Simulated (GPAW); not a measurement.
**Run report: SnH$_{2}$BrF, property calculation**

SnH$_{2}$BrF, computed with revPBE/dzp, scalar-relativistic datasets (GPAW 26.7.0).

The geometry comes from this level: GFN2-xTB.

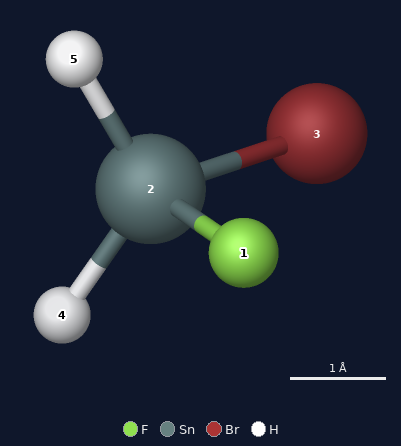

Figure 1. The structure as given in the input (ball-and-stick view, seen at a tilt; atoms are numbered from 1 in the order of the input). Sticks mark near contacts.

**Input (brfh2sn.py)**
```python
import numpy as np
from ase.io import read
from ase.units import Debye
from gpaw import GPAW

# Structure
mol = read('brfh2sn.xyz')
mol.center(vacuum=4.5)

# Calculator
calc = GPAW(mode='lcao',
            basis='dzp',
            h=0.22,
            xc='revPBE',
            maxiter=100,
            symmetry='off',
            txt='-')
mol.calc = calc

energy = mol.get_potential_energy()
print(f'Energy = {energy:.5f} eV')
forces = mol.get_forces()
print('Forces (eV/Ang)')
for symbol, f in zip(mol.symbols, forces):
    print(f'{symbol:2} {f[0]:9.4f} {f[1]:9.4f} {f[2]:9.4f}')
dipole = mol.get_dipole_moment() / Debye
print(f'Dipole: {np.linalg.norm(dipole):.3f} D')
homo, lumo = calc.get_homo_lumo()
print(f'HOMO = {homo:.3f} eV')
print(f'LUMO: {lumo:.3f} eV')
print(f'Gap: {lumo - homo:.3f} eV')
```

**File brfh2sn.xyz**
```
5

F      1.263190    -1.256330     0.465220
Sn    -0.110570     0.078370     0.145900
Br    -0.059090     0.421950    -2.282730
H     -1.536660    -0.677980     0.666950
H      0.443130     1.433990     1.004670
```

Launch command:
```bash
OMP_NUM_THREADS=1 python brfh2sn.py
```

**Log**
```
__  _  _
 | _ |_)|_||  |
 |__||  | ||/\| - 26.7.0

units:  Angstrom and eV
cores:  1
OpenMP: False

Versions:
  Python: 3.12.14
  ASE:    3.29.0
  Numpy:  2.5.5
  Scipy:  1.18.1
  Libxc:  7.0.0

        _gpaw.cpython-312-x86_64-linux-gnu.so

Input parameters:
  mode=LCAO(),
  basis={'default': 'dzp'},
  h=0.22,
  maxiter=100,
  symmetry=Symmetry(point_group=False, time_reversal=False),
  xc=XC(name='revPBE')
        .----------------------------.
       /|                            |
      / |                            |
     /  |                            |
    /   |                            |
   /    |                            |
  /     |                            |
 *      |                            |
 |      |            H               |
 |      |                            |
 |      |      H   Sn F              |
 |      |                            |
 |      |                            |
 |      |          Br                |
 |      |                            |
 |      .----------------------------.
 |     /                            /
 |    /                            /
 |   /                            /
 |  /                            /
 | /                            /
 |/                            /
 *----------------------------*

Atoms  # Å, Bohr magnetons
|   | symbol |        x |        y |        z |    initial magnetic moments |
|---|--------|----------|----------|----------|-----------------------------|
| 0 |      F | 7.299850 | 4.500000 | 7.247950 | ( 0.0000,  0.0000,  0.0000) |
| 1 |     Sn | 5.926090 | 5.834700 | 6.928630 | ( 0.0000,  0.0000,  0.0000) |
| 2 |     Br | 5.977570 | 6.178280 | 4.500000 | ( 0.0000,  0.0000,  0.0000) |
| 3 |      H | 4.500000 | 5.078350 | 7.449680 | ( 0.0000,  0.0000,  0.0000) |
| 4 |      H | 6.479790 | 7.190320 | 7.787400 | ( 0.0000,  0.0000,  0.0000) |

Unit cell  # Å
| periodic |         x |         y |         z |   lengths |    angles |
|----------|-----------|-----------|-----------|-----------|-----------|
|       no | 11.799850 |  0.000000 |  0.000000 | 11.799850 | 90.000000 |
|       no |  0.000000 | 11.690320 |  0.000000 | 11.690320 | 90.000000 |
|       no |  0.000000 |  0.000000 | 12.287400 | 12.287400 | 90.000000 |

Number of symmetries: 1
Symmetry operations  # r_c * U_cc + t_c -> r_c
|   | kind |            matrix            |
|---|------|------------------------------|
| 0 |  E   |  1, 0, 0,  0, 1, 0,  0, 0, 1 |

BZ-sampling:
  Number of BZ points: 1
  Number of IBZ points: 1

  Monkhorst-Pack size: [1, 1, 1]
  Monkhorst-Pack shift: [0, 0, 0]

K-points  # in reciprocal-cell coordinates
|   |                                coordinates |     weight |
|---|--------------------------------------------|------------|
| 0 | (  0.00000000,   0.00000000,   0.00000000) | 1.00000000 |

basis functions: 59
Spin-components: 1 (collinear spins)
Bands:           19
Projectors:      22
Spin-degeneracy: 2
Datatype:        <class 'float'>

  Storage: CPU
  Wave functions: 8_968 bytes (8_968 per core)

Parallelization:
  kpt:    1
  domain: 1
  band:   1

Density:
  Valence electrons: 30.0
  Components: 1
  Grid points: [52 52 56]
  Charge: 0.0  # |e|

Potential:
  Grid points: [52 52 56]

species:
  F:
    name:    Fluorine
    Z:       9.0
    valence: 7
    core:    2
    charge:  0.0  # [|e|]
    file:    F.revPBE.gz
    compensation charges:
      type: gauss
      rc: 0.20  # [Å]
      lmax: 2
    cutoffs:
      filter: 1.14  # [Å]
      core: 0.74  # [Å]
    projectors
    | kind |    occ | energy [eV] | rcut [Å] |
    |------|--------|-------------|----------|
    |   2s |  2.000 |     -29.933 |    0.635 |
    |   2p |  5.000 |     -11.043 |    0.635 |
    |    s |        |      -2.721 |    0.635 |
    |    p |        |      16.168 |    0.635 |
    |    d |        |       0.000 |    0.635 |

    LCAO basis set for F:
      Name: dzp
      File: F.dzp.basis.gz
      Number of radial functions: 5
      Number of spherical harmonics: 13
        l=0, rc=3.8594 Bohr: 2s-sz confined orbital
        l=1, rc=4.8750 Bohr: 2p-sz confined orbital
        l=0, rc=2.0156 Bohr: 2s-dz split-valence wave
        l=1, rc=2.6094 Bohr: 2p-dz split-valence wave
        l=2, rc=4.8750 Bohr: d-type Gaussian polarization
      Number of RI-basis functions 0

  Sn:
    name:    Tin
    Z:       50.0
    valence: 14
    core:    36
    charge:  0.0  # [|e|]
    file:    Sn.revPBE.gz
    compensation charges:
      type: gauss
      rc: 0.38  # [Å]
      lmax: 2
    cutoffs:
      filter: 2.23  # [Å]
      core: 2.35  # [Å]
    projectors
    | kind |    occ | energy [eV] | rcut [Å] |
    |------|--------|-------------|----------|
    |   5s |  2.000 |     -10.469 |    1.201 |
    |   5p |  2.000 |      -3.642 |    1.270 |
    |   4d | 10.000 |     -25.826 |    1.185 |
    |    s |        |      16.742 |    1.201 |
    |    p |        |      23.569 |    1.270 |
    |    d |        |       1.385 |    1.185 |

    LCAO basis set for Sn:
      Name: dzp
      File: Sn.dzp.basis.gz
      Number of radial functions: 7
      Number of spherical harmonics: 23
        l=0, rc=7.1250 Bohr: 5s-sz confined orbital
        l=1, rc=9.5469 Bohr: 5p-sz confined orbital
        l=2, rc=4.0625 Bohr: 4d-sz confined orbital
        l=0, rc=4.1250 Bohr: 5s-dz split-valence wave
        l=1, rc=5.6719 Bohr: 5p-dz split-valence wave
        l=2, rc=2.5938 Bohr: 4d-dz split-valence wave
        l=2, rc=9.5469 Bohr: d-type Gaussian polarization
      Number of RI-basis functions 0

  Br:
    name:    Bromine
    Z:       35.0
    valence: 7
    core:    28
    charge:  0.0  # [|e|]
    file:    Br.revPBE.gz
    compensation charges:
      type: gauss
      rc: 0.35  # [Å]
      lmax: 2
    cutoffs:
      filter: 1.98  # [Å]
      core: 2.38  # [Å]
    projectors
    | kind |    occ | energy [eV] | rcut [Å] |
    |------|--------|-------------|----------|
    |   4s |  2.000 |     -20.063 |    1.111 |
    |   4p |  5.000 |      -7.821 |    1.111 |
    |    s |        |       7.148 |    1.111 |
    |    p |        |      19.391 |    1.111 |
    |    d |        |       0.000 |    1.111 |

    LCAO basis set for Br:
      Name: dzp
      File: Br.dzp.basis.gz
      Number of radial functions: 5
      Number of spherical harmonics: 13
        l=0, rc=5.3594 Bohr: 4s-sz confined orbital
        l=1, rc=6.8125 Bohr: 4p-sz confined orbital
        l=0, rc=2.9375 Bohr: 4s-dz split-valence wave
        l=1, rc=3.8906 Bohr: 4p-dz split-valence wave
        l=2, rc=6.8125 Bohr: d-type Gaussian polarization
      Number of RI-basis functions 0

  H:
    name:    Hydrogen
    Z:       1.0
    valence: 1
    core:    0
    charge:  0.0  # [|e|]
    file:    H.revPBE.gz
    compensation charges:
      type: gauss
      rc: 0.15  # [Å]
      lmax: 2
    cutoffs:
      filter: 0.85  # [Å]
      core: 0.53  # [Å]
    projectors
    | kind |    occ | energy [eV] | rcut [Å] |
    |------|--------|-------------|----------|
    |   1s |  1.000 |      -6.547 |    0.476 |
    |    s |        |      20.664 |    0.476 |
    |    p |        |       0.000 |    0.476 |

    LCAO basis set for H:
      Name: dzp
      File: H.dzp.basis.gz
      Number of radial functions: 3
      Number of spherical harmonics: 5
        l=0, rc=6.4219 Bohr: 1s-sz confined orbital
        l=0, rc=3.6094 Bohr: 1s-dz split-valence wave
        l=1, rc=6.4219 Bohr: p-type Gaussian polarization
      Number of RI-basis functions 0

Reference energy: -241665.174447  # eV

eigensolver:
  <gpaw.new.lcao.eigensolver.LCAOEigensolver object at 0x7db33a89d490>
density mixing:
  MSR1-Mixer
  Pratt-step length: 0.05
  Maximum mixing coefficient: 0.75
  Old densities: 10
  SVD Regularization: 0.005
  Good broyden scale: 1.0
  Trust region scale: 1.0
  Backstep threshold: 4.0
  History deletion threshold: 6.0
  Fourier metric: weight=20.0, sigma=0.015

occupation numbers:
  # Zero width

FastPoissonSolver using
    Stencil: 6*3+1=19 point O(h^6) finite-difference Laplacian
    FFT axes: []
    FST axes: [np.int64(0), np.int64(1), np.int64(2)]

xc functional:
  name: revPBE with 2 nearest neighbor stencil
interpolation: tri-quintic # 5. degree polynomial

        .----------------------------.
       /|                            |
      / |                            |
     /  |                            |
    /   |                            |
   /    |                            |
  /     |                            |
 *      |                            |
 |      |            H               |
 |      |                            |
 |      |      H   Sn F              |
 |      |                            |
 |      |                            |
 |      |          Br                |
 |      |                            |
 |      .----------------------------.
 |     /                            /
 |    /                            /
 |   /                            /
 |  /                            /
 | /                            /
 |/                            /
 *----------------------------*

Atoms  # Å, Bohr magnetons
|   | symbol |        x |        y |        z |    initial magnetic moments |
|---|--------|----------|----------|----------|-----------------------------|
| 0 |      F | 7.299850 | 4.500000 | 7.247950 | ( 0.0000,  0.0000,  0.0000) |
| 1 |     Sn | 5.926090 | 5.834700 | 6.928630 | ( 0.0000,  0.0000,  0.0000) |
| 2 |     Br | 5.977570 | 6.178280 | 4.500000 | ( 0.0000,  0.0000,  0.0000) |
| 3 |      H | 4.500000 | 5.078350 | 7.449680 | ( 0.0000,  0.0000,  0.0000) |
| 4 |      H | 6.479790 | 7.190320 | 7.787400 | ( 0.0000,  0.0000,  0.0000) |

Unit cell  # Å
| periodic |         x |         y |         z |   lengths |    angles |
|----------|-----------|-----------|-----------|-----------|-----------|
|       no | 11.799850 |  0.000000 |  0.000000 | 11.799850 | 90.000000 |
|       no |  0.000000 | 11.690320 |  0.000000 | 11.690320 | 90.000000 |
|       no |  0.000000 |  0.000000 | 12.287400 | 12.287400 | 90.000000 |

Number of symmetries: 1
Symmetry operations  # r_c * U_cc + t_c -> r_c
|   | kind |            matrix            |
|---|------|------------------------------|
| 0 |  E   |  1, 0, 0,  0, 1, 0,  0, 0, 1 |

BZ-sampling:
  Number of BZ points: 1
  Number of IBZ points: 1

  Monkhorst-Pack size: [1, 1, 1]
  Monkhorst-Pack shift: [0, 0, 0]

K-points  # in reciprocal-cell coordinates
|   |                                coordinates |     weight |
|---|--------------------------------------------|------------|
| 0 | (  0.00000000,   0.00000000,   0.00000000) | 1.00000000 |

basis functions: 59
Spin-components: 1 (collinear spins)
Bands:           19
Projectors:      22
Spin-degeneracy: 2
Datatype:        <class 'float'>

  Storage: CPU
  Wave functions: 8_968 bytes (8_968 per core)

Parallelization:
  kpt:    1
  domain: 1
  band:   1

Density:
  Valence electrons: 30.0
  Components: 1
  Grid points: [52 52 56]
  Charge: 0.0  # |e|

Potential:
  Grid points: [52 52 56]

species:
  F:
    name:    Fluorine
    Z:       9.0
    valence: 7
    core:    2
    charge:  0.0  # [|e|]
    file:    F.revPBE.gz
    compensation charges:
      type: gauss
      rc: 0.20  # [Å]
      lmax: 2
    cutoffs:
      filter: 1.14  # [Å]
      core: 0.74  # [Å]
    projectors
    | kind |    occ | energy [eV] | rcut [Å] |
    |------|--------|-------------|----------|
    |   2s |  2.000 |     -29.933 |    0.635 |
    |   2p |  5.000 |     -11.043 |    0.635 |
    |    s |        |      -2.721 |    0.635 |
    |    p |        |      16.168 |    0.635 |
    |    d |        |       0.000 |    0.635 |

    LCAO basis set for F:
      Name: dzp
      File: F.dzp.basis.gz
      Number of radial functions: 5
      Number of spherical harmonics: 13
        l=0, rc=3.8594 Bohr: 2s-sz confined orbital
        l=1, rc=4.8750 Bohr: 2p-sz confined orbital
        l=0, rc=2.0156 Bohr: 2s-dz split-valence wave
        l=1, rc=2.6094 Bohr: 2p-dz split-valence wave
        l=2, rc=4.8750 Bohr: d-type Gaussian polarization
      Number of RI-basis functions 0

  Sn:
    name:    Tin
    Z:       50.0
    valence: 14
    core:    36
    charge:  0.0  # [|e|]
    file:    Sn.revPBE.gz
    compensation charges:
      type: gauss
      rc: 0.38  # [Å]
      lmax: 2
    cutoffs:
      filter: 2.23  # [Å]
      core: 2.35  # [Å]
    projectors
    | kind |    occ | energy [eV] | rcut [Å] |
    |------|--------|-------------|----------|
    |   5s |  2.000 |     -10.469 |    1.201 |
    |   5p |  2.000 |      -3.642 |    1.270 |
    |   4d | 10.000 |     -25.826 |    1.185 |
    |    s |        |      16.742 |    1.201 |
    |    p |        |      23.569 |    1.270 |
    |    d |        |       1.385 |    1.185 |

    LCAO basis set for Sn:
      Name: dzp
      File: Sn.dzp.basis.gz
      Number of radial functions: 7
      Number of spherical harmonics: 23
        l=0, rc=7.1250 Bohr: 5s-sz confined orbital
        l=1, rc=9.5469 Bohr: 5p-sz confined orbital
        l=2, rc=4.0625 Bohr: 4d-sz confined orbital
        l=0, rc=4.1250 Bohr: 5s-dz split-valence wave
        l=1, rc=5.6719 Bohr: 5p-dz split-valence wave
        l=2, rc=2.5938 Bohr: 4d-dz split-valence wave
        l=2, rc=9.5469 Bohr: d-type Gaussian polarization
      Number of RI-basis functions 0

  Br:
    name:    Bromine
    Z:       35.0
    valence: 7
    core:    28
    charge:  0.0  # [|e|]
    file:    Br.revPBE.gz
    compensation charges:
      type: gauss
      rc: 0.35  # [Å]
      lmax: 2
    cutoffs:
      filter: 1.98  # [Å]
      core: 2.38  # [Å]
    projectors
    | kind |    occ | energy [eV] | rcut [Å] |
    |------|--------|-------------|----------|
    |   4s |  2.000 |     -20.063 |    1.111 |
    |   4p |  5.000 |      -7.821 |    1.111 |
    |    s |        |       7.148 |    1.111 |
    |    p |        |      19.391 |    1.111 |
    |    d |        |       0.000 |    1.111 |

    LCAO basis set for Br:
      Name: dzp
      File: Br.dzp.basis.gz
      Number of radial functions: 5
      Number of spherical harmonics: 13
        l=0, rc=5.3594 Bohr: 4s-sz confined orbital
        l=1, rc=6.8125 Bohr: 4p-sz confined orbital
        l=0, rc=2.9375 Bohr: 4s-dz split-valence wave
        l=1, rc=3.8906 Bohr: 4p-dz split-valence wave
        l=2, rc=6.8125 Bohr: d-type Gaussian polarization
      Number of RI-basis functions 0

  H:
    name:    Hydrogen
    Z:       1.0
    valence: 1
    core:    0
    charge:  0.0  # [|e|]
    file:    H.revPBE.gz
    compensation charges:
      type: gauss
      rc: 0.15  # [Å]
      lmax: 2
    cutoffs:
      filter: 0.85  # [Å]
      core: 0.53  # [Å]
    projectors
    | kind |    occ | energy [eV] | rcut [Å] |
    |------|--------|-------------|----------|
    |   1s |  1.000 |      -6.547 |    0.476 |
    |    s |        |      20.664 |    0.476 |
    |    p |        |       0.000 |    0.476 |

    LCAO basis set for H:
      Name: dzp
      File: H.dzp.basis.gz
      Number of radial functions: 3
      Number of spherical harmonics: 5
        l=0, rc=6.4219 Bohr: 1s-sz confined orbital
        l=0, rc=3.6094 Bohr: 1s-dz split-valence wave
        l=1, rc=6.4219 Bohr: p-type Gaussian polarization
      Number of RI-basis functions 0

Reference energy: -241665.174447  # eV

eigensolver:
  <gpaw.new.lcao.eigensolver.LCAOEigensolver object at 0x7db3384a51c0>
density mixing:
  MSR1-Mixer
  Pratt-step length: 0.05
  Maximum mixing coefficient: 0.75
  Old densities: 10
  SVD Regularization: 0.005
  Good broyden scale: 1.0
  Trust region scale: 1.0
  Backstep threshold: 4.0
  History deletion threshold: 6.0
  Fourier metric: weight=20.0, sigma=0.015

occupation numbers:
  # Zero width

FastPoissonSolver using
    Stencil: 6*3+1=19 point O(h^6) finite-difference Laplacian
    FFT axes: []
    FST axes: [np.int64(0), np.int64(1), np.int64(2)]

xc functional:
  name: revPBE with 2 nearest neighbor stencil
interpolation: tri-quintic # 5. degree polynomial

Initialization done in: 4.232 s

convergence criteria:
- Maximum [total energy] change in last 3 cyles: 0.0005 eV / valence electron
- Maximum integral of absolute [dens]ity change: 0.0001 electrons / valence electron
- Maximum integral of absolute [eigenst]ate change: 4e-08 eV^2 / valence electron
maximum number of iterations: 100

SCF iterations
|iter     |     time |      energy | eigst |  dens |
|---------|----------|-------------|-------|-------|
|iter:   1| 00:00:04 |  -16.129060 |      c|       |
|iter:   2| 00:00:05 |  -15.807423 |      c| -1.03 |
|iter:   3| 00:00:05 |  -14.651875 |      c| -1.06 |
|iter:   4| 00:00:06 |  -14.618511 |      c| -1.53 |
|iter:   5| 00:00:06 |  -14.605243 |      c| -1.91 |
|iter:   6| 00:00:07 |  -14.604665c|      c| -2.46 |
|iter:   7| 00:00:07 |  -14.604647c|      c| -3.16 |
|iter:   8| 00:00:08 |  -14.604647c|      c| -3.66 |
|iter:   9| 00:00:08 |  -14.604647c|      c| -4.27c|

Converged in 9 steps
SCF loop duration: 4.358 s (0.484 s/step)
Energy contributions relative to reference atoms: (reference = -241665.174447)

Energy contributions:
  Kinetic:          37.681753
  Coulomb:         -35.471219
  Zero:              0.696889
  External:          0.000000
  Xc:              -17.512070
  Entropy:           0.000000
  Spinorbit:         0.000000
  ----------------------------
  Free energy:     -14.604647
  Extrapolated:    -14.604647

dipole moment: (-0.407015, 0.344446, 0.209182)  # |e|*Ang

Fermi level: -4.457
Eigenvalues  # (at kpt = [0.000, 0.000, 0.000])
| band index |      eig [eV] | occ [0-2] |
|------------|---------------|-----------|
|          0 |       -28.356 |     2.000 |
|        ... |               |           |
|          7 |       -13.133 |     2.000 |
|          8 |        -9.323 |     2.000 |
|          9 |        -9.267 |     2.000 |
|         10 |        -9.085 |     2.000 |
|         11 |        -7.927 |     2.000 |
|         12 |        -7.850 |     2.000 |
|         13 |        -7.074 |     2.000 |
|         14 |        -6.957 |     2.000 |
|         15 |        -1.958 |     0.000 |
|         16 |        -1.051 |     0.000 |
|         17 |         0.068 |     0.000 |
|         18 |         1.494 |     0.000 |

Gap: 4.998 eV
Transition (v -> c):
  (s=0, k=0, n=14, [0.00, 0.00, 0.00]) -> (s=0, k=0, n=15, [0.00, 0.00, 0.00])
No difference between direct/indirect transitions
vacuum-level: 0.000  # V
Energy = -14.60465 eV

Forces  # eV/Ang
|        x |        y |        z |
|----------|----------|----------|
|  0.63476 | -0.36685 |  0.12872 |  # F    0
| -0.01607 | -0.01094 |  0.37935 |  # Sn   1
| -0.07159 |  0.15912 | -0.62407 |  # Br   2
| -0.43545 | -0.01510 |  0.02010 |  # H    3
|  0.06502 |  0.37548 |  0.11540 |  # H    4

Force computation time: 0.128  # s
Forces (eV/Ang)
F     0.6348   -0.3669    0.1287
Sn   -0.0161   -0.0109    0.3794
Br   -0.0716    0.1591   -0.6241
H    -0.4355   -0.0151    0.0201
H     0.0650    0.3755    0.1154
Dipole: 2.751 D
HOMO = -6.957 eV
LUMO: -1.958 eV
Gap: 4.998 eV
```

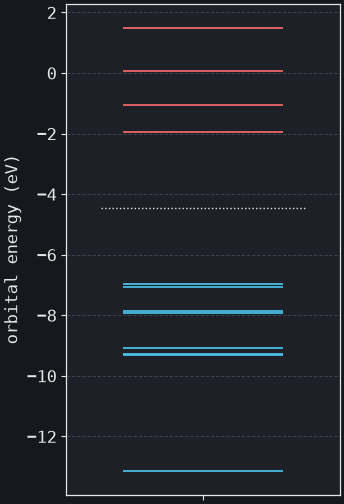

Figure 2. Orbital energies near the frontier; the dotted line parts filled from empty levels, and levels within 0.02 eV of each other stand side by side. Highest filled −6.96 eV, lowest empty −1.96 eV, 5.00 eV apart.

**Key numbers**

```json
{"quantity": "outcome", "value": "converged"}
{"quantity": "energy relative to the program's reference atoms", "value": "−14.6046 eV"}
{"quantity": "basis functions", "value": "59"}
{"quantity": "largest force", "value": "0.744 eV/Å"}
{"quantity": "HOMO", "value": "−6.96 eV"}
{"quantity": "LUMO", "value": "−1.96 eV"}
{"quantity": "dipole moment", "value": "2.75 D"}
{"quantity": "hardware", "value": "1 thread of Intel Xeon @ 2.60GHz (Ice Lake), 24 GiB of memory available, shared host"}
{"quantity": "wall time", "value": "9.3 s"}
{"quantity": "peak memory", "value": "0.43 GiB"}
```

On so coarse a grid the energy depends on the position of the molecule, which gives spurious forces.
